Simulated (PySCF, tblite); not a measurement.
# C₅H₇F: dynamics, then NMR shifts and electronic excitations on frames, part 2 of 2

tblite 0.8.0 and PySCF 2.14.0. Atoms count from 0. The steps go on from the part before.

## (7) Shielding tensors: 625 fs, PBE0/pcSseg-1

Job settings and geometry (Å):

```
{"job": {"kind": "nmr", "xc": "PBE0", "basis": "pcSseg-1", "pop": false}, "charge": 0, "multiplicity": 1}
C     -1.646700     0.624500     2.071200
C     -1.137600    -0.285000     1.201000
C     -1.423300    -1.707700     1.270600
C     -0.167900     0.291400     0.153900
C     -0.169300     0.269700    -1.132700
F      0.837100     1.063600     0.832200
H     -1.539600     1.764500     1.880200
H     -2.412600     0.333100     2.750100
H     -1.215000    -2.211700     0.323700
H     -0.723600    -2.281900     1.944600
H     -2.395000    -1.818100     1.574900
H     -1.013900    -0.221800    -1.630500
H      0.667400     0.621600    -1.767000
```

Level: GIAO PBE0/pcSseg-1 NMR shielding, non-relativistic, gas phase.

The program printed:

```text
coarse grid: 10856 points
cycle   1  E = -294.0355453090  dE =  5.749e-01  |g| = 5.673e-01  |ddm| = 3.142e+00
cycle   2  E = -293.9840917593  dE =  5.145e-02  |g| = 8.127e-01  |ddm| = 1.039e+00
cycle   3  E = -294.0984994655  dE = -1.144e-01  |g| = 1.100e-01  |ddm| = 6.505e-01
cycle   4  E = -294.1011604241  dE = -2.661e-03  |g| = 3.575e-02  |ddm| = 1.216e-01
cycle   5  E = -294.1014213844  dE = -2.610e-04  |g| = 1.659e-02  |ddm| = 4.014e-02
cycle   6  E = -294.1014870877  dE = -6.570e-05  |g| = 2.690e-03  |ddm| = 1.374e-02
cycle   7  E = -294.1014886936  dE = -1.606e-06  |g| = 7.755e-04  |ddm| = 2.799e-03
final grid: 105248 points
cycle   8  E = -294.1447694887  dE = -2.968e-05  |g| = 7.486e-03  |ddm| = 2.518e-02
cycle   9  E = -294.1447621514  dE =  7.337e-06  |g| = 1.015e-02  |ddm| = 1.491e-02
cycle  10  E = -294.1447825427  dE = -2.039e-05  |g| = 1.460e-03  |ddm| = 8.628e-03
cycle  11  E = -294.1447829132  dE = -3.705e-07  |g| = 2.479e-04  |ddm| = 1.251e-03
cycle  12  E = -294.1447829224  dE = -9.173e-09  |g| = 1.439e-04  |ddm| = 2.970e-04
cycle  13  E = -294.1447829276  dE = -5.178e-09  |g| = 2.786e-05  |ddm| = 1.366e-04
cycle  14  E = -294.1447829277  dE = -1.759e-10  |g| = 9.675e-06  |ddm| = 3.326e-05
converged SCF energy = -294.1447829277

GIAO shielding tensors (ppm)
atom      isotropic    diamagn.    paramagn.     s11        s22        s33       span
  0 C       47.545     249.799    -202.254    -70.124     63.262    149.496    219.620
  1 C       28.650     261.130    -232.480    -96.517     40.389    142.077    238.594
  2 C      168.091     245.880     -77.789    150.331    161.233    192.711     42.379
  3 C        5.322     250.877    -245.554    -97.116     51.218     61.866    158.982
  4 C       94.743     259.878    -165.135      4.284    115.753    164.192    159.908
  5 F      205.056     478.545    -273.489     89.857    207.266    318.045    228.188
  6 H       24.373      28.319      -3.945     21.165     23.064     28.891      7.726
  7 H       25.863      29.471      -3.608     21.955     25.940     29.695      7.740
  8 H       29.682      29.969      -0.287     25.710     29.170     34.167      8.457
  9 H       28.377      27.024       1.352     24.608     26.180     34.342      9.734
 10 H       30.806      29.567       1.238     26.633     29.749     36.035      9.402
 11 H       27.032      31.505      -4.473     24.998     25.724     30.374      5.376
 12 H       26.012      30.226      -4.215     23.886     24.491     29.658      5.772
```

Wall time 12 s (1 thread of Arm Neoverse V2, shared host); peak memory 0.7 GiB.

In short: δ C3 181.6, C1 158.3, C0 139.4, C4 92.2, H6 7.34, H7 5.85 ppm.

## (8) Ultraviolet spectrum: 625 fs, PBE0/def2-SVPD

The job, as its differences from that of step 7:

```diff
@@ -1,2 +1,2 @@
-{"job": {"kind": "nmr", "xc": "PBE0", "basis": "pcSseg-1", "pop": false}, "charge": 0, "multiplicity": 1}
+{"job": {"kind": "uv", "xc": "PBE0", "basis": "def2-SVPD", "nstates": 5, "ntriplets": 0}, "charge": 0, "multiplicity": 1}
 C     -1.646700     0.624500     2.071200
```

Level: TDDFT PBE0/def2-SVPD, vertical, gas phase, core orbitals frozen in the response.

The program printed:

```text
coarse grid: 10856 points
cycle   1  E = -293.8720520798  dE =  5.221e-01  |g| = 5.286e-01  |ddm| = 5.409e+00
cycle   2  E = -293.8235713278  dE =  4.848e-02  |g| = 7.575e-01  |ddm| = 1.760e+00
cycle   3  E = -293.9300251572  dE = -1.065e-01  |g| = 1.066e-01  |ddm| = 9.685e-01
cycle   4  E = -293.9325522709  dE = -2.527e-03  |g| = 3.363e-02  |ddm| = 2.261e-01
cycle   5  E = -293.9327904714  dE = -2.382e-04  |g| = 1.551e-02  |ddm| = 7.104e-02
cycle   6  E = -293.9328494490  dE = -5.898e-05  |g| = 2.821e-03  |ddm| = 2.326e-02
cycle   7  E = -293.9328513155  dE = -1.867e-06  |g| = 7.684e-04  |ddm| = 5.728e-03
final grid: 105248 points
cycle   8  E = -293.9762133589  dE = -2.739e-05  |g| = 7.670e-03  |ddm| = 1.046e-01
cycle   9  E = -293.9762034391  dE =  9.920e-06  |g| = 1.079e-02  |ddm| = 2.708e-02
cycle  10  E = -293.9762268842  dE = -2.345e-05  |g| = 1.444e-03  |ddm| = 1.381e-02
cycle  11  E = -293.9762272948  dE = -4.106e-07  |g| = 2.073e-04  |ddm| = 2.038e-03
cycle  12  E = -293.9762273009  dE = -6.109e-09  |g| = 1.377e-04  |ddm| = 5.677e-04
cycle  13  E = -293.9762273059  dE = -4.973e-09  |g| = 2.849e-05  |ddm| = 2.702e-04
cycle  14  E = -293.9762273060  dE = -1.874e-10  |g| = 1.079e-05  |ddm| = 5.940e-05
converged SCF energy = -293.9762273060

Static polarisability (au): isotropic 63.923, principal 49.905 62.420 79.442

Singlet excitations
state   eV       nm        f      main configurations
  1   5.5615    222.9   0.17655   H->L 0.85, H-1->L 0.11
  2   6.2952    197.0   0.06749   H-1->L 0.67, H->L+2 0.18, H->L 0.09
  3   6.7573    183.5   0.02175   H->L+1 0.84, H->L+2 0.13
  4   7.1338    173.8   0.11202   H->L+2 0.61, H-1->L 0.17, H->L+1 0.09
  5   7.3626    168.4   0.00218   H-2->L 0.95
```

It took 20 s on 1 thread of Arm Neoverse V2, shared host; peak memory 0.76 GiB.

This run: HOMO -7.21 eV, LUMO -0.91 eV; lowest singlet 5.56 eV.

## (9) Shielding tensors: 800 fs, PBE0/pcSseg-1

Job settings and geometry (Å):

```
{"job": {"kind": "nmr", "xc": "PBE0", "basis": "pcSseg-1", "pop": false}, "charge": 0, "multiplicity": 1}
C     -0.618200     0.093000     2.300000
C     -0.918400    -0.119400     1.057700
C     -1.564200    -1.458100     0.686300
C     -0.533500     0.648600    -0.118700
C     -0.224500     0.219900    -1.325000
F     -0.287800     1.973700     0.215900
H     -0.256400     1.068300     2.546700
H     -0.713600    -0.727200     2.993100
H     -2.404400    -1.383500     0.038500
H     -0.812700    -2.085300     0.120800
H     -2.030200    -2.087100     1.509000
H     -0.280000    -0.802000    -1.504400
H      0.189000     0.872700    -2.140100
```

Method: GIAO PBE0/pcSseg-1 NMR shielding, non-relativistic, gas phase.

The program printed:

```text
coarse grid: 10856 points
cycle   1  E = -294.0489095222  dE =  6.952e-01  |g| = 5.473e-01  |ddm| = 3.189e+00
cycle   2  E = -294.0132047807  dE =  3.570e-02  |g| = 7.309e-01  |ddm| = 9.346e-01
cycle   3  E = -294.1078962615  dE = -9.469e-02  |g| = 9.816e-02  |ddm| = 5.503e-01
cycle   4  E = -294.1100082867  dE = -2.112e-03  |g| = 3.209e-02  |ddm| = 1.136e-01
cycle   5  E = -294.1102416969  dE = -2.334e-04  |g| = 1.059e-02  |ddm| = 3.434e-02
cycle   6  E = -294.1102662598  dE = -2.456e-05  |g| = 2.777e-03  |ddm| = 9.274e-03
cycle   7  E = -294.1102680060  dE = -1.746e-06  |g| = 7.076e-04  |ddm| = 2.914e-03
final grid: 105248 points
cycle   8  E = -294.1548377409  dE = -3.601e-05  |g| = 7.368e-03  |ddm| = 3.110e-02
cycle   9  E = -294.1548320493  dE =  5.692e-06  |g| = 9.446e-03  |ddm| = 1.445e-02
cycle  10  E = -294.1548508268  dE = -1.878e-05  |g| = 1.352e-03  |ddm| = 8.056e-03
cycle  11  E = -294.1548511284  dE = -3.016e-07  |g| = 2.646e-04  |ddm| = 1.162e-03
cycle  12  E = -294.1548511402  dE = -1.187e-08  |g| = 1.232e-04  |ddm| = 2.840e-04
cycle  13  E = -294.1548511440  dE = -3.753e-09  |g| = 2.372e-05  |ddm| = 1.284e-04
cycle  14  E = -294.1548511441  dE = -1.165e-10  |g| = 8.825e-06  |ddm| = 2.555e-05
converged SCF energy = -294.1548511441

GIAO shielding tensors (ppm)
atom      isotropic    diamagn.    paramagn.     s11        s22        s33       span
  0 C       66.892     253.006    -186.114    -42.069     81.552    161.193    203.262
  1 C       48.004     262.402    -214.398    -66.123     56.896    153.239    219.362
  2 C      158.610     247.202     -88.591    132.027    157.530    186.275     54.248
  3 C       13.317     249.112    -235.795    -83.494     56.366     67.079    150.573
  4 C       91.330     260.537    -169.207      0.902    106.461    166.627    165.725
  5 F      269.554     477.402    -207.848    150.023    314.297    344.341    194.319
  6 H       25.995      31.732      -5.737     22.940     24.131     30.915      7.976
  7 H       25.746      30.174      -4.428     22.899     24.281     30.059      7.161
  8 H       30.438      30.048       0.390     26.506     29.509     35.299      8.793
  9 H       28.758      29.855      -1.097     24.770     27.851     33.652      8.882
 10 H       28.891      27.778       1.113     25.109     27.407     34.157      9.048
 11 H       27.637      34.754      -7.116     25.370     25.975     31.567      6.197
 12 H       25.790      29.196      -3.406     23.614     24.319     29.437      5.823
```

Run time: 12 s. Hardware: 1 thread of Arm Neoverse V2, shared host; peak memory 0.7 GiB.

Key values: δ C3 173.6, C1 138.9, C0 120.0, C4 95.6, H7 5.97, H12 5.93 ppm.

## (10) Excited states and response: 800 fs, PBE0/def2-SVPD

The job, as its differences from that of step 9:

```diff
@@ -1,2 +1,2 @@
-{"job": {"kind": "nmr", "xc": "PBE0", "basis": "pcSseg-1", "pop": false}, "charge": 0, "multiplicity": 1}
+{"job": {"kind": "uv", "xc": "PBE0", "basis": "def2-SVPD", "nstates": 5, "ntriplets": 0}, "charge": 0, "multiplicity": 1}
 C     -0.618200     0.093000     2.300000
```

With the program's defaults for keys left out, this is: TDDFT PBE0/def2-SVPD, vertical, gas phase, core orbitals frozen in the response.

The program printed:

```text
coarse grid: 10856 points
cycle   1  E = -293.8842446147  dE =  6.435e-01  |g| = 5.108e-01  |ddm| = 5.942e+00
cycle   2  E = -293.8513958238  dE =  3.285e-02  |g| = 6.786e-01  |ddm| = 1.792e+00
cycle   3  E = -293.9387234372  dE = -8.733e-02  |g| = 9.463e-02  |ddm| = 8.750e-01
cycle   4  E = -293.9407077519  dE = -1.984e-03  |g| = 3.080e-02  |ddm| = 2.434e-01
cycle   5  E = -293.9409316683  dE = -2.239e-04  |g| = 9.956e-03  |ddm| = 7.877e-02
cycle   6  E = -293.9409537350  dE = -2.207e-05  |g| = 2.865e-03  |ddm| = 1.748e-02
cycle   7  E = -293.9409556862  dE = -1.951e-06  |g| = 6.589e-04  |ddm| = 5.675e-03
final grid: 105248 points
cycle   8  E = -293.9857590775  dE = -3.577e-05  |g| = 7.420e-03  |ddm| = 1.546e-01
cycle   9  E = -293.9857518173  dE =  7.260e-06  |g| = 9.832e-03  |ddm| = 3.318e-02
cycle  10  E = -293.9857721582  dE = -2.034e-05  |g| = 1.325e-03  |ddm| = 1.507e-02
cycle  11  E = -293.9857724861  dE = -3.279e-07  |g| = 2.404e-04  |ddm| = 1.844e-03
cycle  12  E = -293.9857724965  dE = -1.034e-08  |g| = 1.215e-04  |ddm| = 6.818e-04
cycle  13  E = -293.9857725003  dE = -3.871e-09  |g| = 2.641e-05  |ddm| = 2.862e-04
cycle  14  E = -293.9857725005  dE = -1.593e-10  |g| = 8.759e-06  |ddm| = 7.151e-05
converged SCF energy = -293.9857725005

Static polarisability (au): isotropic 64.243, principal 44.500 60.892 87.337

Singlet excitations
state   eV       nm        f      main configurations
  1   5.7281    216.4   0.39400   H->L 0.95
  2   6.5172    190.2   0.01383   H-1->L 0.84
  3   6.7922    182.5   0.03329   H->L+1 0.96
  4   7.4276    166.9   0.06036   H->L+2 0.73, H-2->L 0.17
  5   7.5632    163.9   0.03628   H-2->L 0.52, H->L+3 0.20, H->L+4 0.11
```

Run time: 20 s. Hardware: 1 thread of Arm Neoverse V2, shared host; peak memory 0.76 GiB.

In short: HOMO -7.17 eV, LUMO -1.03 eV; lowest singlet 5.73 eV.

## (11) NMR shieldings: 1000 fs, PBE0/pcSseg-1

Job settings and geometry (Å):

```
{"job": {"kind": "nmr", "xc": "PBE0", "basis": "pcSseg-1", "pop": false}, "charge": 0, "multiplicity": 1}
C     -0.421400     0.164800     2.289000
C     -1.008100    -0.439600     1.257800
C     -1.404900    -1.879200     1.456900
C     -0.968200     0.092700    -0.084100
C     -1.044600    -0.640800    -1.164300
F     -0.977900     1.422900    -0.164800
H      0.125500     1.110900     2.209200
H     -0.011100    -0.222600     3.156500
H     -2.426700    -2.125500     1.029100
H     -0.710900    -2.590900     1.172000
H     -1.561700    -2.055200     2.504700
H     -1.032500    -1.697200    -1.255600
H     -1.175800    -0.019200    -2.077500
```

With the program's defaults for keys left out, this is: GIAO PBE0/pcSseg-1 NMR shielding, non-relativistic, gas phase.

The program printed:

```text
coarse grid: 10856 points
cycle   1  E = -294.0495801340  dE =  8.142e-01  |g| = 5.226e-01  |ddm| = 3.219e+00
cycle   2  E = -294.0280378498  dE =  2.154e-02  |g| = 6.422e-01  |ddm| = 8.512e-01
cycle   3  E = -294.1041477411  dE = -7.611e-02  |g| = 9.182e-02  |ddm| = 4.807e-01
cycle   4  E = -294.1059712106  dE = -1.823e-03  |g| = 3.341e-02  |ddm| = 1.106e-01
cycle   5  E = -294.1062291686  dE = -2.580e-04  |g| = 1.085e-02  |ddm| = 3.436e-02
cycle   6  E = -294.1062552928  dE = -2.612e-05  |g| = 3.070e-03  |ddm| = 1.021e-02
cycle   7  E = -294.1062574221  dE = -2.129e-06  |g| = 1.033e-03  |ddm| = 3.139e-03
final grid: 105248 points
cycle   8  E = -294.1479360844  dE = -2.994e-05  |g| = 7.048e-03  |ddm| = 2.494e-02
cycle   9  E = -294.1479314395  dE =  4.645e-06  |g| = 8.464e-03  |ddm| = 1.421e-02
cycle  10  E = -294.1479487868  dE = -1.735e-05  |g| = 1.228e-03  |ddm| = 8.087e-03
cycle  11  E = -294.1479490849  dE = -2.981e-07  |g| = 2.112e-04  |ddm| = 9.862e-04
cycle  12  E = -294.1479490932  dE = -8.333e-09  |g| = 1.117e-04  |ddm| = 2.679e-04
cycle  13  E = -294.1479490958  dE = -2.610e-09  |g| = 1.934e-05  |ddm| = 1.142e-04
cycle  14  E = -294.1479490959  dE = -7.026e-11  |g| = 8.361e-06  |ddm| = 2.196e-05
converged SCF energy = -294.1479490959

GIAO shielding tensors (ppm)
atom      isotropic    diamagn.    paramagn.     s11        s22        s33       span
  0 C       61.268     257.044    -195.777    -35.752     47.462    172.093    207.844
  1 C       44.459     260.750    -216.290    -70.093     48.059    155.412    225.505
  2 C      165.530     241.927     -76.397    144.139    160.528    191.922     47.783
  3 C       16.693     247.858    -231.165    -90.297     61.576     78.801    169.098
  4 C       91.491     258.527    -167.036     -1.410    111.681    164.204    165.614
  5 F      283.013     476.839    -193.826    198.377    293.232    357.429    159.052
  6 H       26.171      32.951      -6.779     24.135     24.761     29.618      5.482
  7 H       26.335      32.503      -6.168     23.592     26.036     29.376      5.785
  8 H       29.144      25.855       3.289     25.345     27.605     34.481      9.136
  9 H       30.886      30.382       0.504     27.622     28.605     36.431      8.809
 10 H       30.117      27.175       2.942     25.777     29.326     35.248      9.471
 11 H       26.874      32.731      -5.858     24.388     25.640     30.593      6.205
 12 H       26.306      29.904      -3.598     23.769     24.655     30.495      6.725
```

It took 12 s on 1 thread of Arm Neoverse V2, shared host; peak memory 0.7 GiB.

This run: δ C3 170.2, C1 142.5, C0 125.7, C4 95.4, H6 5.55, H12 5.41 ppm.

## (12) TDDFT and polarisability: 1000 fs, PBE0/def2-SVPD

The job, as its differences from that of step 11:

```diff
@@ -1,2 +1,2 @@
-{"job": {"kind": "nmr", "xc": "PBE0", "basis": "pcSseg-1", "pop": false}, "charge": 0, "multiplicity": 1}
+{"job": {"kind": "uv", "xc": "PBE0", "basis": "def2-SVPD", "nstates": 5, "ntriplets": 0}, "charge": 0, "multiplicity": 1}
 C     -0.421400     0.164800     2.289000
```

With the program's defaults for keys left out, this is: TDDFT PBE0/def2-SVPD, vertical, gas phase, core orbitals frozen in the response.

The program printed:

```text
coarse grid: 10856 points
cycle   1  E = -293.8843898811  dE =  7.625e-01  |g| = 4.890e-01  |ddm| = 6.059e+00
cycle   2  E = -293.8647074090  dE =  1.968e-02  |g| = 5.973e-01  |ddm| = 1.723e+00
cycle   3  E = -293.9350249347  dE = -7.032e-02  |g| = 8.753e-02  |ddm| = 7.894e-01
cycle   4  E = -293.9366974617  dE = -1.673e-03  |g| = 3.265e-02  |ddm| = 2.469e-01
cycle   5  E = -293.9369541677  dE = -2.567e-04  |g| = 1.028e-02  |ddm| = 7.644e-02
cycle   6  E = -293.9369778463  dE = -2.368e-05  |g| = 3.140e-03  |ddm| = 1.943e-02
cycle   7  E = -293.9369801945  dE = -2.348e-06  |g| = 9.344e-04  |ddm| = 5.881e-03
final grid: 105248 points
cycle   8  E = -293.9785652648  dE = -3.045e-05  |g| = 6.832e-03  |ddm| = 1.440e-01
cycle   9  E = -293.9785602560  dE =  5.009e-06  |g| = 8.354e-03  |ddm| = 3.365e-02
cycle  10  E = -293.9785774693  dE = -1.721e-05  |g| = 1.169e-03  |ddm| = 1.690e-02
cycle  11  E = -293.9785777518  dE = -2.825e-07  |g| = 1.876e-04  |ddm| = 1.679e-03
cycle  12  E = -293.9785777582  dE = -6.386e-09  |g| = 1.055e-04  |ddm| = 5.102e-04
cycle  13  E = -293.9785777607  dE = -2.575e-09  |g| = 2.017e-05  |ddm| = 2.442e-04
cycle  14  E = -293.9785777608  dE = -8.686e-11  |g| = 8.491e-06  |ddm| = 5.754e-05
converged SCF energy = -293.9785777608

Static polarisability (au): isotropic 64.469, principal 44.212 59.911 89.284

Singlet excitations
state   eV       nm        f      main configurations
  1   5.4245    228.6   0.35981   H->L 0.93
  2   6.5655    188.8   0.08107   H->L+1 0.74, H-1->L 0.19
  3   6.6641    186.0   0.02721   H-1->L 0.61, H->L+1 0.24
  4   7.0103    176.9   0.01561   H-2->L 0.96
  5   7.3970    167.6   0.05796   H->L+3 0.47, H->L+2 0.46
```

Wall time 20 s (1 thread of Arm Neoverse V2, shared host); peak memory 0.76 GiB.

In short: HOMO -6.96 eV, LUMO -1.14 eV; lowest singlet 5.42 eV.

## (13) Run by run: NMR shifts

Shifts (ppm) of some atoms, chosen among heavy atoms and hydrogens apart, with basis size and wall time:

```csv
frame,C3,C1,C0,C4,H6,H9,F5,functions,time
250 fs,189.5,143.7,123.7,103.1,5.19,2.32,-70.5,137,15 s
425 fs,172.1,157.4,140.4,96.5,5.98,2.04,-70.0,137,11 s
625 fs,181.6,158.3,139.4,92.2,7.34,3.34,-34.1,137,12 s
800 fs,173.6,138.9,120.0,95.6,5.72,2.96,-98.6,137,12 s
1000 fs,170.2,142.5,125.7,95.4,5.55,0.83,-112.1,137,12 s
```

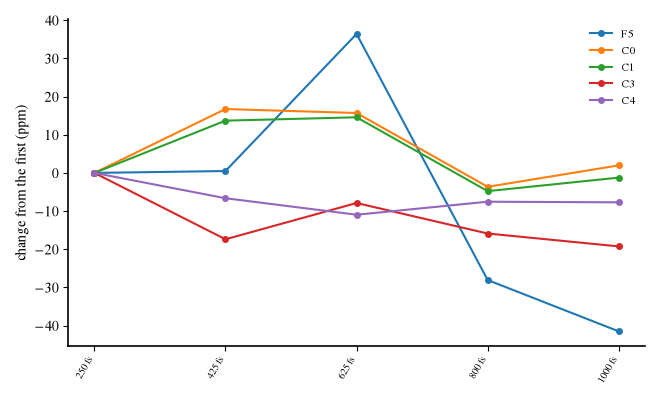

How five of the tabulated atoms move from run to run.

## (14) Run by run: electronic excitations

Excitations and ground-state properties, with basis size and wall time:

```csv
frame,lowest singlet (eV),brightest (eV),f,gap (eV),α (Å³),μ (D),functions,time
250 fs,5.85,5.85,0.407,6.26,9.58,1.68,179,23 s
425 fs,5.40,5.40,0.408,5.71,9.90,1.88,179,19 s
625 fs,5.56,5.56,0.177,6.30,9.47,2.30,179,20 s
800 fs,5.73,5.73,0.394,6.14,9.52,1.93,179,20 s
1000 fs,5.42,5.42,0.360,5.83,9.55,1.83,179,20 s
```

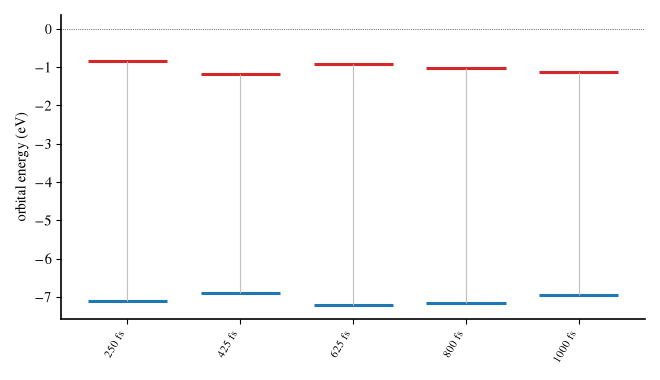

HOMO (blue) and LUMO (red) run by run.

## (15) Results

This closing draws on all 2 parts.

| quantity | value |
| --- | --- |
| thermostat | 600 K |
| mean temperature, second half | 560 K |
| mean potential energy above the minimum | 0.83 eV |
| 13C shifts against TMS (PBE0/pcSseg-1, 250 fs) | 189.5, 143.7, 123.7, 103.1, 21.8 ppm |
| 1H shifts against TMS (PBE0/pcSseg-1, 250 fs) | 6.70, 5.62, 5.56, 5.19, 2.82, 2.39, 2.32 ppm |
| 19F shifts against CFCl3 (PBE0/pcSseg-1, 250 fs) | -70.5 ppm |
| surface potential, 1st and 99th percentile | -0.83 V and 0.97 V |
| lowest singlet (PBE0/def2-SVPD, 250 fs) | 5.85 eV (212 nm), f = 0.407 |
| range of the shift of F5 | -112.1 to -34.1 ppm |
| range of the lowest singlet | 5.40 to 5.85 eV |

What this shows: In the second half the potential energy averages 0.83 eV above the minimum; equipartition over 33 harmonic modes at 600 K would give 0.85 eV. With 13 atoms the temperature swings widely (294 to 801 K). Shifts at one fixed geometry are not the observed spectrum, which averages over the motion. At PBE0/pcSseg-1, counted by nearest atom on the grid, the HOMO lies on C4 31 %; C0, C3 about 18 % each, the LUMO on C0, C3, C4 about 20 % each; C1 13 %. In the first frame run (250 fs): The lowest singlet, at 5.85 eV, is HOMO→LUMO 0.95 and is bright. Across the 5 runs the shift of F5 moves most, between -112.1 (1000 fs) and -34.1 ppm (625 fs). The lowest singlet runs from 5.40 eV (425 fs) to 5.85 eV (250 fs), while the orbital gap spans 5.71 to 6.30 eV. The lowest state need not be the same one in every run.
